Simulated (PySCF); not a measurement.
**CuHCl: structure of the doublet**

Aim: relax CuHCl as a doublet from a linear start, check by its vibrations whether the end is a minimum, and collect its spectrum and constants.

Computed with PySCF 2.14.0. Level: PBE0, basis Cu def2-TZVP, H def2-TZVP, Cl def2-TZVP, no relativity, density fitting.

## (1) Starting geometry

3 atoms, charge 0, spin multiplicity 2.

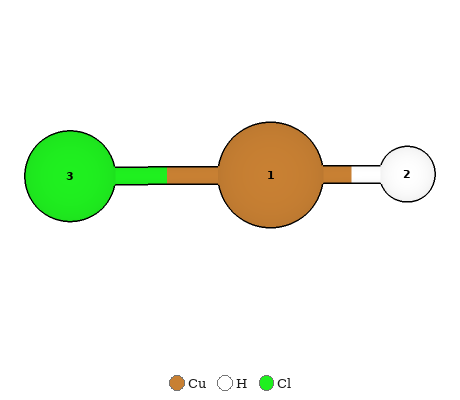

As it starts; copper orange, hydrogen white, chlorine green; atoms are numbered from 1 in the order of the file.

Coordinates in bohr (charge 0 multiplicity 2):
```
Cu    0.0000    0.0000    0.0000
H     0.0000    0.0000   -2.7212
Cl    0.0000    0.0000    3.9873
```

## (2) The SCF at the typed geometry

The steps below are one call of a driver around PySCF. For each, scf.py gives the equivalent set-up of the SCF; relaxations use the driver's own optimiser. After this first run the driver tries any further starts and a stability analysis.

File scf.py:

```python
from pyscf import gto, scf, dft
mol = gto.M(atom='''
Cu     0.000000     0.000000     0.000000
H      0.000000     0.000000    -1.440000
Cl     0.000000     0.000000     2.110000''',
    basis={'Cu': 'def2-TZVP', 'H': 'def2-TZVP', 'Cl': 'def2-TZVP'},
    charge=0, spin=1)
mf = dft.UKS(mol, xc='PBE0')
mf.grids.atom_grid = (50, 194)
aux = {'Cu': 'def2-universal-JKFIT', 'H': 'def2-universal-JKFIT', 'Cl': 'def2-universal-JKFIT'}
mf = mf.density_fit(auxbasis=aux)
mf.conv_tol = 1e-08
mf.diis_space = 10
mf.max_cycle = 60
mf.init_guess = 'minao'
mf.verbose = 4
mf.kernel()
```

Started as:

```
OMP_NUM_THREADS=2 python axn.py task.json out
```

The program printed:

```text
init E= -2100.54778365856
[... the frontier-level lines of each cycle are left out ...]
cycle= 1 E= -2099.07705608633  delta_E= 1.47  |g|= 3.12  |ddm|= 1.26
cycle= 2 E= -2093.18007890938  delta_E=  5.9  |g|= 6.04  |ddm|=  3.9
cycle= 3 E= -2100.4579165547  delta_E= -7.28  |g|= 1.37  |ddm|= 3.27
cycle= 4 E= -2100.28916646447  delta_E= 0.169  |g|= 0.999  |ddm|= 1.28
cycle= 5 E= -2100.89824159529  delta_E= -0.609  |g|= 0.147  |ddm|=  1.1
cycle= 6 E= -2100.91368980276  delta_E= -0.0154  |g|= 0.165  |ddm|= 0.199
cycle= 7 E= -2100.92007865623  delta_E= -0.00639  |g|= 0.0871  |ddm|= 0.0754
cycle= 8 E= -2100.92323971257  delta_E= -0.00316  |g|= 0.0469  |ddm|= 0.102
cycle= 9 E= -2100.92408932471  delta_E= -0.00085  |g|= 0.0237  |ddm|= 0.0485
cycle= 10 E= -2100.92434696147  delta_E= -0.000258  |g|= 0.00694  |ddm|= 0.0331
cycle= 11 E= -2100.92437674093  delta_E= -2.98e-05  |g|= 0.00073  |ddm|= 0.0149
cycle= 12 E= -2100.92437724223  delta_E= -5.01e-07  |g|= 0.000467  |ddm|= 0.00134
cycle= 13 E= -2100.9243774253  delta_E= -1.83e-07  |g|= 4.88e-05  |ddm|= 0.00125
cycle= 14 E= -2100.92437742974  delta_E= -4.44e-09  |g|= 1.64e-05  |ddm|= 0.000181
Extra cycle  E= -2100.92437743031  delta_E= -5.74e-10  |g|= 2.32e-05  |ddm|= 3.93e-05
converged SCF energy = -2100.92437743031  <S^2> = 0.7526182  2S+1 = 2.0026165
```

This step, with its further starts and checks, took 11 s on 2 threads of Arm Neoverse V1, shared host.

Energies from each starting density:

```
                      start   energy (Eh)
    the minimal-basis guess  -2100.924377
a thermally smeared density  -2100.924377
      a smeared PBE density  -2100.924377
```

The test of internal stability and the other starts found no lower solution of this spin.

## (3) Linear start, doublet: relaxation

The program finds C∞v symmetry in the start, which this walk keeps.

Edit scf.py of step 2 so:

```diff
@@ -3,3 +3,3 @@
-Cu     0.000000     0.000000     0.000000
-H      0.000000     0.000000    -1.440000
-Cl     0.000000     0.000000     2.110000''',
+Cu     0.000000     0.000000    -0.731329
+H      0.000000     0.000000    -2.171329
+Cl     0.000000     0.000000     1.378671''',
@@ -15 +14,0 @@
-mf.init_guess = 'minao'
```

Energy and gradient, step by step:

```
step   energy (Eh)  change (kJ/mol)  largest symmetric gradient (Eh/bohr)
   0  -2100.924377             0.00                               0.01354
   1  -2100.924799            -1.11                               0.00728
   2  -2100.924969            -1.55                               0.00146
   3  -2100.924973            -1.56                               0.00041
   4  -2100.924973            -1.56                               0.00007
```

The walk took 7.1 s.

Geometry (Å) and forces (eV/Å) at some steps:

```
step 0
Cu   0.000   0.000  -0.731   0.000   0.000   0.502
H    0.000   0.000  -2.171   0.000   0.000  -0.696
Cl   0.000   0.000   1.379   0.000   0.000   0.195
step 1
Cu   0.000   0.000  -0.728   0.000   0.000   0.316
H    0.000   0.000  -2.187   0.000   0.000  -0.374
Cl   0.000   0.000   1.391   0.000   0.000   0.059
step 2
Cu   0.000   0.000  -0.722   0.000   0.000   0.075
H    0.000   0.000  -2.204   0.000   0.000  -0.047
Cl   0.000   0.000   1.402   0.000   0.000  -0.028
step 3
Cu   0.000   0.000  -0.721   0.000   0.000   0.021
H    0.000   0.000  -2.205   0.000   0.000  -0.006
Cl   0.000   0.000   1.402   0.000   0.000  -0.015
step 4
Cu   0.000   0.000  -0.720   0.000   0.000   0.002
H    0.000   0.000  -2.205   0.000   0.000   0.001
Cl   0.000   0.000   1.402   0.000   0.000  -0.004
```

It settles in C∞v symmetry, 1.6 kJ/mol below the start, after 4 steps: Cu–Cl 2.122 Å, Cu–H 1.485 Å; Cl–Cu–H 180.0°.

## (4) Is it a minimum? Harmonic modes

On the finer grid the gradient is checked again; gradients at displacements of ±0.02 bohr then give force constants and infrared intensities.

Edit scf.py of step 3 so:

```diff
@@ -3,3 +3,3 @@
-Cu     0.000000     0.000000    -0.731329
-H      0.000000     0.000000    -2.171329
-Cl     0.000000     0.000000     1.378671''',
+Cu    -0.000000     0.000000    -0.735139
+H     -0.000000     0.000000    -2.219895
+Cl     0.000000    -0.000000     1.386877''',
@@ -9 +9 @@
-mf.grids.atom_grid = (50, 194)
+mf.grids.atom_grid = (75, 302)
@@ -12 +12 @@
-mf.conv_tol = 1e-08
+mf.conv_tol = 1e-10
```

This SCF starts from the last density.

Log of the central SCF (cycles and frontier levels):

```text
init E= -2100.9248926567
[... the frontier-level lines of each cycle are left out ...]
cycle= 1 E= -2100.92489265669  delta_E= 1.14e-11  |g|= 6.45e-06  |ddm|= 2.88e-06
Extra cycle  E= -2100.92489265664  delta_E= 5.32e-11  |g|= 1.87e-05  |ddm|= 7.09e-06
converged SCF energy = -2100.92489265664  <S^2> = 0.75262994  2S+1 = 2.0026282
```

The whole step took 28 s.

Geometry: C∞v; Cu–Cl 2.122 Å, Cu–H 1.485 Å; Cl–Cu–H 180.0°.

Modes, for the most abundant isotopes:

| symmetry | ω (cm⁻¹) | IR (km/mol) | μ (u) | type |
| --- | --- | --- | --- | --- |
| π | 243i | 266 | 1.07 | bend |
| σ+ | 408 | 47.4 | 34.61 | stretch |
| σ+ | 1952 | 161 | 1.02 | stretch |

2 modes are imaginary, the largest at 243i cm⁻¹: a saddle point, not a minimum.

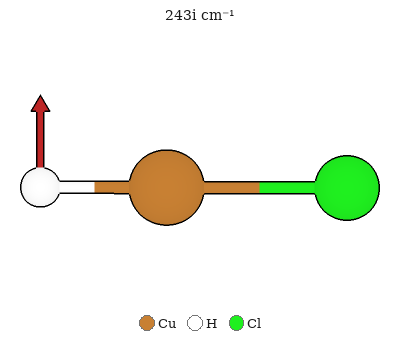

The imaginary mode, as arrows.

Properties at this point:

```yaml
Dipole_moment: 2.98 D
Highest_occupied_level: -8.28 eV
Lowest_empty_level: -5.71 eV
Rotational_constants: 0.1587 cm⁻¹
Zero-point_energy_real_modes: 14.1 kJ/mol
Principal_polarisabilities: 27.2, 27.2, 65.6 bohr³
Atomisation_energy_without_zero-point_energy: 478 kJ/mol
Principal_traceless_quadrupole_moments_about_the_centre_of_mass: -5.19, 2.60, 2.60 D Å
Spin_squared_⟨S²⟩: 0.753
```

Charges (e) and bond orders:

```tsv
atom	Mulliken	Löwdin	polar tensor	spin (Mulliken)	Mayer order to Cu1
Cu1	0.41	0.18	1.06	0.86	–
H2	0.01	-0.08	-0.36	0.15	0.91
Cl3	-0.41	-0.10	-0.70	-0.01	0.91
```

Mulliken populations on Cu1: s 6.67, p 12.44, d 9.48, f 0.00.

## (5) Leaving the saddle point

The atoms are moved a little along the softest imaginary mode and relaxed again.

The program finds Cs symmetry in the start, which this walk keeps. The walk stops when the largest gradient is under 0.0003 Eh/bohr and the energy has settled too.

Edit scf.py of step 4 so:

```diff
@@ -3,3 +3,3 @@
-Cu    -0.000000     0.000000    -0.735139
-H     -0.000000     0.000000    -2.219895
-Cl     0.000000    -0.000000     1.386877''',
+Cu    -0.003266    -0.000065    -0.735121
+H      0.119976     0.002388    -2.219877
+Cl     0.002419     0.000048     1.386895''',
@@ -9 +9 @@
-mf.grids.atom_grid = (75, 302)
+mf.grids.atom_grid = (50, 194)
@@ -12 +12 @@
-mf.conv_tol = 1e-10
+mf.conv_tol = 1e-08
```

Energy and gradient, step by step:

```
step   energy (Eh)  change (kJ/mol)  largest symmetric gradient (Eh/bohr)
   0  -2100.925021             0.00                               0.00143
   1  -2100.925034            -0.03                               0.00084
   2  -2100.925096            -0.20                               0.00210
   3  -2100.925287            -0.70                               0.00617
   4  -2100.925775            -1.98                               0.00923
   5  -2100.926088            -2.80                               0.01037
   6  -2100.926424            -3.68                               0.00385
   7  -2100.926546            -4.00                               0.00354
   8  -2100.926566            -4.06                               0.00269
   9  -2100.926610            -4.17                               0.00089
  10  -2100.926620            -4.20                               0.00041
  11  -2100.926621            -4.20                               0.00007
```

The walk took 22 s.

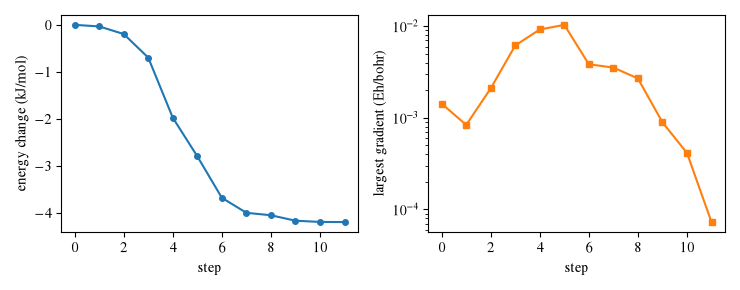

Energy and largest gradient along the walk.

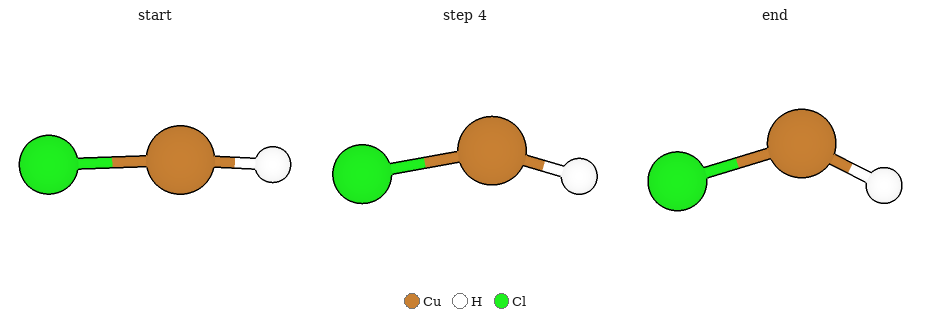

The geometry along the walk, at one scale.

It settles in Cs symmetry, 4.2 kJ/mol below the start, after 11 steps: Cu–Cl 2.092 Å, Cu–H 1.490 Å; Cl–Cu–H 136.1°.

## (6) Vibrations and properties at this point

The same treatment as at the point before.

Edit scf.py of step 5 so:

```diff
@@ -3,3 +3,3 @@
-Cu    -0.003266    -0.000065    -0.735121
-H      0.119976     0.002388    -2.219877
-Cl     0.002419     0.000048     1.386895''',
+Cu    -0.194376    -0.003869    -0.700217
+H      0.517767     0.010306    -2.009129
+Cl     0.341186     0.006791     1.321714''',
@@ -9 +9 @@
-mf.grids.atom_grid = (50, 194)
+mf.grids.atom_grid = (75, 302)
@@ -12 +12 @@
-mf.conv_tol = 1e-08
+mf.conv_tol = 1e-10
```

Log of the central SCF (cycles and frontier levels):

```text
init E= -2100.92654284633
[... the frontier-level lines of each cycle are left out ...]
cycle= 1 E= -2100.92654284616  delta_E= 1.66e-10  |g|= 3.33e-05  |ddm|= 1.29e-05
cycle= 2 E= -2100.92654284427  delta_E= 1.9e-09  |g|= 0.00011  |ddm|= 4.17e-05
cycle= 3 E= -2100.92654284636  delta_E= -2.09e-09  |g|= 5.8e-07  |ddm|= 3.21e-05
cycle= 4 E= -2100.92654284635  delta_E= 6.82e-12  |g|= 5.6e-07  |ddm|= 6.7e-07
Extra cycle  E= -2100.92654284636  delta_E= -8.19e-12  |g|= 1.43e-06  |ddm|= 1.1e-06
converged SCF energy = -2100.92654284636  <S^2> = 0.75409947  2S+1 = 2.0040953
```

The whole step took 55 s on 2 threads of Arm Neoverse V1, shared host.

Geometry: Cs; Cu–Cl 2.092 Å, Cu–H 1.490 Å; Cl–Cu–H 136.6°.

Modes, for the most abundant isotopes:

```tsv
symmetry	ω (cm⁻¹)	IR (km/mol)	μ (u)
a'	283	22.3	1.11
a'	403	40.7	14.82
a'	1865	15.7	1.02
```

No imaginary mode, so this is a minimum.

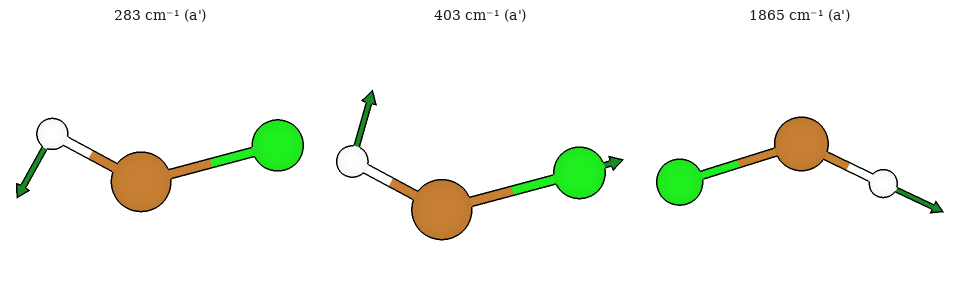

How the atoms move in 3 of the modes.

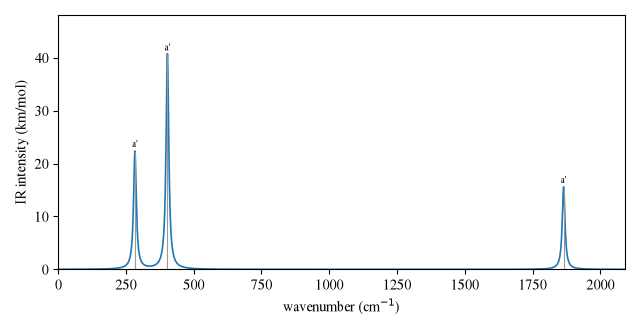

The harmonic infrared spectrum (widths in cm⁻¹). Lines are broadened to a width of 12 cm⁻¹ (Lorentzian).

Constants and moments:

```
Dipole moment                                                   : 2.92 D
Highest occupied level                                          : -8.43 eV
Lowest empty level                                              : -5.03 eV
Rotational constants                                            : 16.68, 0.1657, 0.1641 cm⁻¹
Zero-point energy                                               : 15.3 kJ/mol
Principal polarisabilities                                      : 25.4, 28.9, 72.0 bohr³
Atomisation energy without zero-point energy                    : 483 kJ/mol
Principal traceless quadrupole moments about the centre of mass : -3.27, 0.87, 2.40 D Å
Entropy at 298.15 K and 1 bar (electronic part: spin only)      : 269.3 J/(mol K)
Heat capacity Cp at 298.15 K                                    : 46.6 J/(mol K)
Enthalpy at 298.15 K above 0 K                                  : 11.88 kJ/mol
Rotational symmetry number                                      : 1
Spin squared ⟨S²⟩                                               : 0.754
```

Charges (e) and bond orders:

```json
{"atom": "Cu1", "Mulliken": "0.40", "Löwdin": "0.08", "polar tensor": "0.68", "spin (Mulliken)": "0.55", "Mayer order to Cu1": "–"}
{"atom": "H2", "Mulliken": "-0.04", "Löwdin": "-0.07", "polar tensor": "-0.17", "spin (Mulliken)": "0.26", "Mayer order to Cu1": "0.87"}
{"atom": "Cl3", "Mulliken": "-0.36", "Löwdin": "-0.01", "polar tensor": "-0.51", "spin (Mulliken)": "0.19", "Mayer order to Cu1": "1.01"}
```

Outer orbital energies (eV). α occupied: -12.19, -11.38, -11.15, -11.09, -9.66, -9.10, -8.55, -8.54; empty: -1.19, 1.38, 1.97, 2.69. β occupied: -11.95, -11.03, -10.79, -10.71, -10.38, -9.18, -8.62, -8.43; empty: -5.03, -0.80, 1.64, 2.21.

Mulliken populations on Cu1: s 6.70, p 12.35, d 9.55, f 0.00.

## (7) The points found, side by side

| spin | group | bonds | imaginary modes (cm⁻¹) | ΔE (kJ/mol) | with zero-point energy |
| --- | --- | --- | --- | --- | --- |
| doublet | Cs | Cu–Cl 2.092 Å, Cu–H 1.490 Å | none | 0.0 | 0.0 |
| doublet | C∞v | Cu–Cl 2.122 Å, Cu–H 1.485 Å | 243i, 243i | 4.3 | – |

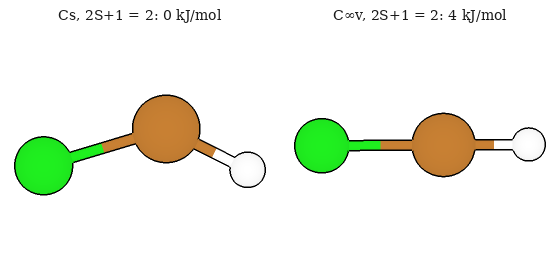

The points, lowest first (copper orange, hydrogen white, chlorine green).

## (8) What came out

| quantity | value |
| --- | --- |
| minimum | doublet, Cs |
| geometry | Cu–Cl 2.092 Å, Cu–H 1.490 Å; Cl–Cu–H 136.6° |
| wavenumbers (cm⁻¹) | 283 (a'), 403 (a'), 1865 (a') |
| dipole moment | 2.92 D |
| highest occupied, lowest empty level (either spin) | -8.43, -5.03 eV |
| polar-tensor charge of Cu1 | +0.68 e |
| zero-point energy | 15.3 kJ/mol |
| entropy at 298.15 K | 269.3 J/(mol K) |
| atomisation energy (no zero-point energy) | 483 kJ/mol |
| ⟨S²⟩ | 0.754 |

From C∞v at the start the molecule goes to a Cs minimum, after a stop at a second-order saddle point 4.3 kJ/mol higher, from which it was pushed off along an imaginary mode. The strongest infrared band lies at 403 cm⁻¹ (a', mixed). Most of the spin sits on Cu1 (Mulliken spin 0.55, against 1 for the whole molecule). Other starts or spin states, not run here, may lie lower. One determinant may miss the lowest occupation of an open d or f shell.

The search up to here took 2 min.
